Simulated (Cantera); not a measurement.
Feed: 1 mol SiH4, 49 mol N2, held at 1.65 Torr.

Method: chemical equilibrium by Gibbs-energy minimisation in Cantera with the NASA 1993 tables (ideal gas, pure condensed phases). Candidate condensed phases: Si, Si3N4; 18 gas species. N2 is the only nitrogen source here; it is nearly inert below about 1500 K, so the nitride shown seldom forms there in practice. The tables' values for SiN are old estimates; treat these amounts as uncertain. Kinetics and transport are ignored.

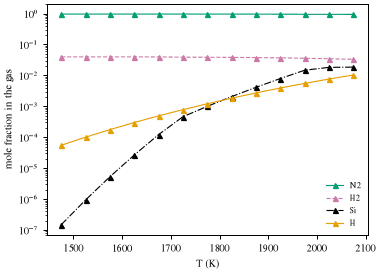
Fig. 1. Equilibrium gas composition (values under 1e-9 drawn at 1e-9)

Task: Read off the mole fractions at 2025 K.

Result: N2 about 0.94, H2 about 0.034, Si about 0.018, H about 0.0076.
